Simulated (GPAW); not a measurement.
# B K-edge XANES of Mn2B (I4/mcm), part 3 of 3

Aim: the near-edge shape at the B K edge of Mn2B (I4/mcm), and what the core hole does to it.

GPAW 26.7.0; X-ray absorption from dipole matrix elements to empty bands, plane-wave PAW LDA.

So far. Step 5 (Spectrum with XCH, B atom 5): The total-energy difference is 185.47 eV. Step 6 (Spectrum with FCH, B atom 5): The scaled spectrum changes by 5 % r.m.s. The highest intensity below 16 eV goes from 5.2 eV (2.38) to 5.4 eV (2.37).

## 8. Spectrum with XCH, B atom 5

A smaller cell brings the holes closer; here they are 4.2 Å apart.

Changed against the first core-hole run: supercell atoms from 18 to 6; the field's mesh follows (4×4×4 to 5×5×5).

File xas.py:

```python
import numpy as np
from ase import Atoms
from ase.parallel import parprint, paropen
from gpaw import GPAW, PW, FermiDirac, Mixer, MixerDif, setup_paths
from gpaw.test import gen
setup_paths.insert(0, '.')
gen('B', name='fch1s', xcname='LDA', corehole=(1, 0, 1), write_xml=True)
from gpaw.mpi import world
world.barrier()

atoms = Atoms('Mn4B2',
    cell=[[-2.574, 2.574, 2.104],
     [2.574, -2.574, 2.104],
     [2.574, 2.574, -2.104]],
    scaled_positions=[[0.837, 0.663, 0.5],
     [0.337, 0.837, 0.174],
     [0.163, 0.337, 0.5],
     [0.663, 0.163, 0.826],
     [0.75, 0.75, 0],
     [0.25, 0.25, 0]],
    magmoms=[4.0, 4.0, 4.0, 4.0, 0.0, 0.0],
    pbc=True)
atoms.calc = calc = GPAW(legacy_gpaw=True, mode=PW(430, force_complex_dtype=True), xc='LDA', setups={4: 'fch1s'},
    kpts={'size': (5, 5, 5), 'gamma': True}, occupations=FermiDirac(0.1),
    charge=-1, mixer=MixerDif(0.05, 8, 50), maxiter=150,
    convergence={'density': 0.0001, 'eigenstates': 1e-6}, txt='scf.txt')
energy = atoms.get_potential_energy() + calc.get_reference_energy()
ef = calc.get_fermi_level()
out = dict(energy=energy, fermi=ef, forces=atoms.get_forces().tolist(), magmoms=atoms.get_magnetic_moments().tolist())
parprint(f'all-electron energy {energy:.4f} eV, Fermi level {ef:.4f} eV')
ev = np.array([[calc.get_eigenvalues(k, s) for k in range(len(calc.get_ibz_k_points()))] for s in range(calc.get_number_of_spins())])
out['homo'], out['lumo'], out['counts'] = ev[ev < ef].max(), ev[ev > ef].min(), sorted(set((ev < ef).sum((0, 2)).tolist()))
out['filled'] = (ev[:, 0] < ef).sum(1).tolist()

from ase.units import Ha
from gpaw.xas import dipole_matrix_elements
nb = int(calc.get_number_of_electrons() / 2) + 56
top = nb
nscf = calc.fixed_density(kpts={'size': (6, 6, 6), 'gamma': True},
    convergence={'eigenstates': 1.0}, txt='nscf.txt')
nscf.diagonalize_full_hamiltonian(nbands=nb)
cell = atoms.cell.array
ops = [cell.T @ U.T @ np.linalg.inv(cell.T) for U in nscf.wfs.kd.symmetry.op_scc]
E = np.arange(-6, 34, 0.1)
fwhm = np.interp(E, [4, 25], [0.9, 3.5])
Y, X, zero, highest = 0, 0, 1e9, 1e9
for spin in range(nscf.get_number_of_spins()):
    wfs = nscf.wfs
    mine = wfs.bd.get_slice()  # this rank's bands
    A = dipole_matrix_elements(wfs.setups[4])
    eps = np.zeros((wfs.kd.nibzkpts, nb))
    d = np.zeros((3, A.shape[1], wfs.kd.nibzkpts, nb), complex)
    for kpt in wfs.kpt_u:
        if kpt.s == spin and 4 in kpt.P_ani:
            eps[kpt.k, mine] = kpt.eps_n * Ha
            d[:, :, kpt.k, mine] = (kpt.weight * wfs.nspins / 2) ** 0.5 * np.inner(A, kpt.P_ani[4])
    world.sum(eps)
    world.sum(d)
    T = np.einsum('amkn,bmkn->abkn', d, d.conj()).real
    T = sum(np.einsum('ai,ijkn,bj->abkn', R, T, R) for R in ops) / len(ops)
    empty = eps > ef
    zero, highest = min(zero, eps[empty].min()), min(highest, eps[:, top - 1].min())
    lines = [(eps, T, empty)] if spin == 0 else lines + [(eps, T, empty)]
for eps, T, empty in lines:
    f = np.einsum('aakn->akn', T).reshape(3, -1)
    x = eps.ravel() - zero
    w = np.interp(x, E, fwhm) / 2.35482
    g = np.exp(-0.5 * ((E[:, None] - x) / w) ** 2) / (w * (2 * np.pi) ** 0.5)
    Y = Y + (f * empty.ravel()) @ g.T
    X = X + (f * ~empty.ravel()) @ g.T
out.update(E=E.round(2).tolist(), xas=Y.tolist(), xes=X.tolist(), zero=zero, valid=highest - zero, nk=len(eps), nb=nb)
for i in range(0, len(E), 10):
    parprint(f'{E[i]:7.2f}', *(f'{v:10.3e}' for v in Y[:, i]))
import json
with paropen('out.json', 'w') as f:
    json.dump(out, f)
```

Run with:

```bash
$ OMP_NUM_THREADS=1 mpirun -n 4 gpaw python xas.py
```

Numbers of over 12 decimals in the logs are rounded to 6 here.

What it wrote:

```text
Input parameters:
  charge: -1
  convergence: {density: 0.0001,
                eigenstates: 1e-06}
  kpts: {gamma: True,
         size: (5, 5, 5)}
  maxiter: 150
  mixer: {backend: pulay,
          beta: 0.05,
          method: difference,
          nmaxold: 8,
          weight: 50}
  mode: {ecut: 430.0,
         force_complex_dtype: True,
         name: pw}
  occupations: {fixmagmom: False,
[...]
2s:      -0.864526    -0.865247
2p:      -0.653666    -0.654690
*d:                   -0.075592
*f:                   -0.015154
-------------------------------
all-electron energy -127022.3626 eV, Fermi level 10.8313 eV
  -6.00  6.689e-59  6.689e-59  6.869e-59
  -5.00  1.672e-42  1.672e-42  1.765e-42
  -4.00  4.635e-29  4.635e-29  5.046e-29
  -3.00  1.464e-18  1.464e-18  1.640e-18
[...]
32.00  4.262e-04  4.262e-04  5.061e-04
  33.00  3.827e-04  3.827e-04  4.780e-04
[key lines of the parts left out:]
Converged after 16 iterations.
Dipole moment: (0.000000, -0.000000, -0.028054) |e|*Ang
Free energy:    -80.224286
Fermi level: 10.83134
```

The job ended after 53 s (4 MPI ranks of AMD EPYC 9R14 (Zen 4), shared host; peak memory 0.49 GiB; 3.5 min of CPU time).

These settings depart from the first run's and aren't meant as converged.

Against the first run the r.m.s. difference is 36 %. The highest intensity below 16 eV goes from 5.2 eV (2.38) to 4.0 eV (2.60).

```tsv
E (eV)	first run	this run
-2.0	0.00	0.00
-0.5	0.06	0.06
1.0	0.73	0.79
2.5	1.78	1.42
4.0	1.53	2.60
5.5	2.23	1.03
7.0	1.21	1.35
8.5	1.00	1.68
10.0	1.35	1.07
11.5	0.95	0.69
13.0	0.40	0.49
14.5	0.44	0.44
16.0	0.44	0.43
17.5	0.65	0.66
19.0	0.67	0.71
20.5	0.56	0.54
22.0	0.42	0.38
23.5	0.43	0.46
25.0	0.58	0.64
26.5	0.68	0.71
28.0	0.67	0.69
29.5	0.65	0.63
31.0	0.60	0.52
```

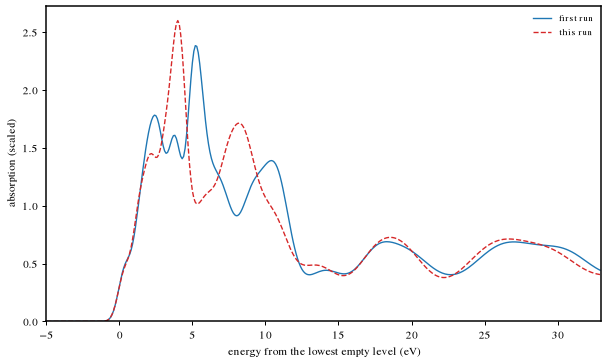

This run beside the first core-hole run.

## 9. Spectrum with XCH, B atom 5

A test of how far the result depends on this setting.

Changed against the first core-hole run: broadening from Gaussian full width 0.9 eV up to 4 eV, rising linearly to 3.5 eV at 25 eV to Gaussian full width 0.5 eV up to 4 eV, rising linearly to 1.5 eV at 25 eV.

xas.py, as its differences from that of step 8:

```diff
@@ -10,16 +10,28 @@
 
-atoms = Atoms('Mn4B2',
-    cell=[[-2.574, 2.574, 2.104],
-     [2.574, -2.574, 2.104],
-     [2.574, 2.574, -2.104]],
-    scaled_positions=[[0.837, 0.663, 0.5],
-     [0.337, 0.837, 0.174],
-     [0.163, 0.337, 0.5],
-     [0.663, 0.163, 0.826],
-     [0.75, 0.75, 0],
-     [0.25, 0.25, 0]],
-    magmoms=[4.0, 4.0, 4.0, 4.0, 0.0, 0.0],
+atoms = Atoms('Mn12B6',
+    cell=[[0, 5.148, 0],
+     [5.148, 0, 0],
+     [-2.574, -2.574, -6.312]],
+    scaled_positions=[[0.17033333, 0.99633333, 0.66666667],
+     [0.837, 0.663, 0],
+     [0.50366667, 0.32966667, 0.33333333],
+     [0.67033333, 0.17033333, 0.66666667],
+     [0.337, 0.837, 0],
+     [0.00366667, 0.50366667, 0.33333333],
+     [0.163, 0.337, 0],
+     [0.82966667, 0.00366667, 0.33333333],
+     [0.49633333, 0.67033333, 0.66666667],
+     [0.663, 0.163, 0],
+     [0.32966667, 0.82966667, 0.33333333],
+     [0.99633333, 0.49633333, 0.66666667],
+     [0.75, 0.75, 0.5],
+     [0.41666667, 0.41666667, 0.83333333],
+     [0.08333333, 0.08333333, 0.16666667],
+     [0.91666667, 0.91666667, 0.83333333],
+     [0.58333333, 0.58333333, 0.16666667],
+     [0.25, 0.25, 0.5]],
+    magmoms=[4.0, 4.0, 4.0, 4.0, 4.0, 4.0, 4.0, 4.0, 4.0, 4.0, 4.0, 4.0, 0.0, 0.0, 0.0, 0.0, 0.0, 0.0],
     pbc=True)
-atoms.calc = calc = GPAW(legacy_gpaw=True, mode=PW(430, force_complex_dtype=True), xc='LDA', setups={4: 'fch1s'},
-    kpts={'size': (5, 5, 5), 'gamma': True}, occupations=FermiDirac(0.1),
+atoms.calc = calc = GPAW(legacy_gpaw=True, mode=PW(430, force_complex_dtype=True), xc='LDA', setups={12: 'fch1s'},
+    kpts={'size': (4, 4, 4), 'gamma': True}, occupations=FermiDirac(0.1),
     charge=-1, mixer=MixerDif(0.05, 8, 50), maxiter=150,
@@ -36,7 +48,6 @@
 from gpaw.xas import dipole_matrix_elements
-nb = int(calc.get_number_of_electrons() / 2) + 56
-top = nb
-nscf = calc.fixed_density(kpts={'size': (6, 6, 6), 'gamma': True},
-    convergence={'eigenstates': 1.0}, txt='nscf.txt')
-nscf.diagonalize_full_hamiltonian(nbands=nb)
+nb = int(calc.get_number_of_electrons() / 2) + 162
+top, nb = nb, nb + 8 + nb // 12
+nscf = calc.fixed_density(kpts={'size': (4, 4, 4), 'gamma': True}, nbands=nb,
+    convergence={'bands': top, 'eigenstates': 5e-3}, maxiter=60, txt='nscf.txt')
 cell = atoms.cell.array
@@ -44,3 +55,3 @@
 E = np.arange(-6, 34, 0.1)
-fwhm = np.interp(E, [4, 25], [0.9, 3.5])
+fwhm = np.interp(E, [4, 25], [0.5, 1.5])
 Y, X, zero, highest = 0, 0, 1e9, 1e9
@@ -49,3 +60,3 @@
     mine = wfs.bd.get_slice()  # this rank's bands
-    A = dipole_matrix_elements(wfs.setups[4])
+    A = dipole_matrix_elements(wfs.setups[12])
     eps = np.zeros((wfs.kd.nibzkpts, nb))
@@ -53,5 +64,5 @@
     for kpt in wfs.kpt_u:
-        if kpt.s == spin and 4 in kpt.P_ani:
+        if kpt.s == spin and 12 in kpt.P_ani:
             eps[kpt.k, mine] = kpt.eps_n * Ha
-            d[:, :, kpt.k, mine] = (kpt.weight * wfs.nspins / 2) ** 0.5 * np.inner(A, kpt.P_ani[4])
+            d[:, :, kpt.k, mine] = (kpt.weight * wfs.nspins / 2) ** 0.5 * np.inner(A, kpt.P_ani[12])
     world.sum(eps)
```

What it wrote:

```text
Input parameters:
  charge: -1
  convergence: {density: 0.0001,
                eigenstates: 1e-06}
  kpts: {gamma: True,
         size: (4, 4, 4)}
  maxiter: 150
  mixer: {backend: pulay,
          beta: 0.05,
          method: difference,
          nmaxold: 8,
          weight: 50}
  mode: {ecut: 430.0,
         force_complex_dtype: True,
         name: pw}
  occupations: {fixmagmom: False,
[...]
<dir> UserWarning: Using symmetrized grid: (35,35,35).

  warnings.warn('Using symmetrized grid: ({},{},{}).\n'.format(*N_c))
all-electron energy -381438.1111 eV, Fermi level 10.6482 eV
  -6.00 4.913e-179 4.913e-179 1.639e-179
  -5.00 5.433e-126 5.433e-126 1.997e-126
  -4.00  1.472e-82  1.472e-82  5.949e-83
  -3.00  9.921e-49  9.921e-49  4.435e-49
[...]
32.00  4.738e-04  4.738e-04  5.353e-04
  33.00  3.278e-04  3.278e-04  4.630e-04
[key lines of the parts left out:]
Converged after 20 iterations.
Dipole moment: (-0.000981, -0.000981, 0.000017) |e|*Ang
Free energy:   -201.951151
Fermi level: 10.64815
```

Wall time 5.5 min (4 MPI ranks); peak memory 1.2 GiB.

```tsv
E (eV)	first run	this run
-2.0	0.00	0.00
-1.0	0.00	0.00
0.0	0.31	0.31
1.0	0.73	0.58
2.0	1.63	1.76
3.0	1.52	1.36
4.0	1.53	1.66
5.0	2.24	2.79
6.0	1.62	1.38
7.0	1.21	1.28
8.0	0.91	0.67
9.0	1.17	1.30
10.0	1.35	1.22
11.0	1.25	1.61
12.0	0.63	0.42
13.0	0.40	0.36
14.0	0.44	0.49
15.0	0.42	0.39
16.0	0.44	0.33
17.0	0.58	0.62
18.0	0.68	0.76
19.0	0.67	0.63
20.0	0.61	0.71
21.0	0.51	0.47
22.0	0.42	0.40
23.0	0.41	0.29
24.0	0.47	0.43
25.0	0.58	0.63
26.0	0.66	0.75
27.0	0.69	0.74
28.0	0.67	0.65
29.0	0.66	0.60
30.0	0.64	0.70
31.0	0.60	0.70
32.0	0.52	0.48
```

The scaled spectrum changes by 16 % r.m.s. The highest intensity below 16 eV goes from 5.2 eV (2.38) to 5.2 eV (3.03).

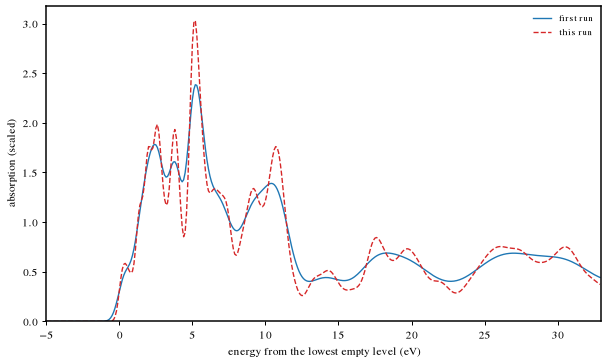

The effect of the change (broadening from Gaussian full width 0.9 eV up to 4 eV, rising linearly to 3.5 eV at 25 eV to Gaussian full width 0.5 eV up to 4 eV, rising linearly to 1.5 eV at 25 eV).

The photon energy of the zero moves by +0.00 eV.

## 10. With and without the hole

Both curves are counted from their own zero, so only the shift of weight within the empty states shows.

```tsv
E (eV)	no hole	XCH
-2.0	0.00	0.00
-1.0	0.00	0.00
0.0	0.18	0.31
1.0	0.30	0.73
2.0	0.59	1.63
3.0	0.94	1.52
4.0	1.04	1.53
5.0	0.81	2.24
6.0	1.85	1.62
7.0	1.37	1.21
8.0	1.23	0.91
9.0	1.12	1.17
10.0	1.44	1.35
11.0	2.16	1.25
12.0	1.72	0.63
13.0	0.88	0.40
14.0	0.66	0.44
15.0	0.68	0.42
16.0	0.59	0.44
17.0	0.58	0.58
18.0	0.68	0.68
19.0	0.77	0.67
20.0	0.82	0.61
21.0	0.77	0.51
22.0	0.64	0.42
23.0	0.51	0.41
24.0	0.48	0.47
25.0	0.55	0.58
26.0	0.66	0.66
27.0	0.74	0.69
28.0	0.77	0.67
29.0	0.77	0.66
30.0	0.78	0.64
31.0	0.78	0.60
32.0	0.71	0.52
```

With each curve scaled to its own mean, the area from −2 to 6 eV with the hole is 8.8 against 4.8, and the centre of weight from −1 to 20 eV moves by -1.7 eV: the hole pulls the absorber's empty states down.

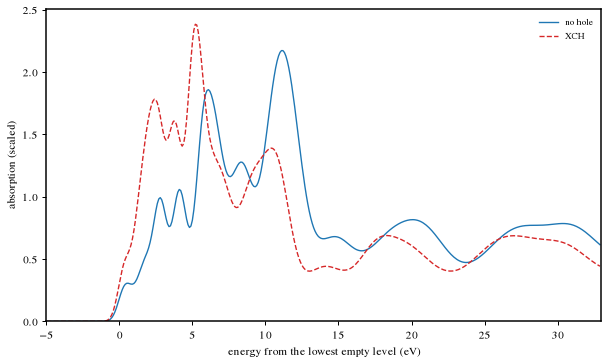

The B K edge with and without the core hole, each from its own zero; the highest intensity below 16 eV lies at 5.2 eV with the hole.

## 11. What came out

| Property | Result |
| --- | --- |
| absorber and edge | B K, atom 5 of the ground-state input (counted from 1) |
| surroundings | 2 B at 2.10 Å and 8 Mn at 2.20 Å (10-fold, site symmetry 422) |
| highest intensity below 16 eV | 5.2 eV above the zero, height 2.38 |
| photon energy of the zero (spin-polarised hole, raw) | 185.5 eV (LDA puts this hole about 2 eV below PBE, itself good to a few eV) |

What this shows: The B K edge of atom 5, with 2 B at 2.10 Å and 8 Mn at 2.20 Å (10-fold, site symmetry 422), has its highest intensity of the first 16 eV at 5.2 eV above the zero, near 191 eV in photon energy (LDA puts this hole about 2 eV below PBE, itself good to a few eV), 2.4 times the mean level of the first 20 eV (Gaussian full width 0.9 eV up to 4 eV, rising linearly to 3.5 eV at 25 eV). With each curve scaled to its own mean, the area from −2 to 6 eV with the hole is 8.8 against 4.8, and the centre of weight from −1 to 20 eV moves by -1.7 eV: the hole pulls the absorber's empty states down. Changing the core hole to FCH alters the shape by 5 % r.m.s., so the result is insensitive to this choice. A cell with holes 4.2 Å apart changes the curve by 36 % r.m.s. (29 % after the best shift). Changing the broadening from Gaussian full width 0.9 eV up to 4 eV, rising linearly to 3.5 eV at 25 eV to Gaussian full width 0.5 eV up to 4 eV, rising linearly to 1.5 eV at 25 eV alters the shape by 16 % r.m.s., a modest effect on the whole. At the B K edge of atom 5 polarisation matters most near 7.2 eV, where the curves differ by 1.5 on this scale. The hole lies in one spin channel, while the script sums the empty states of both and takes the lower zero; where the two channels are split, this blurs and shifts the curve. The starting moments shrank to 0.00 μB or less, so this is hardly a magnetic state. The holes are only 5.1 Å apart, so the shape is probably not converged with cell size; no larger cell was run here. The mesh is coarse (0.33 Å⁻¹ between points), so small maxima may be mesh ripples. The structure is a published determination, not relaxed.

[Banner, clock and machine lines of the logs are left out without a mark of their own.]

[Logs are printed without paths, hosts, clocks, repeated set-up lines and the standing remarks that a program may print on its own settings, such as how far it seeks lower states.]

[Hosts, paths, dates, database ids (printed as entryN), source tags and the programs' standing remarks are cut or masked in the printed files.]

[Lists of maxima count a maximum above −3 eV only where it reaches 4 % of the highest in the window and stands out from its surroundings by 2 % of it (1.5 % where it reaches 55 %); shoulders and weaker maxima are passed over, and of the rest the first, up to two pre-edge ones and the few strongest are named.]
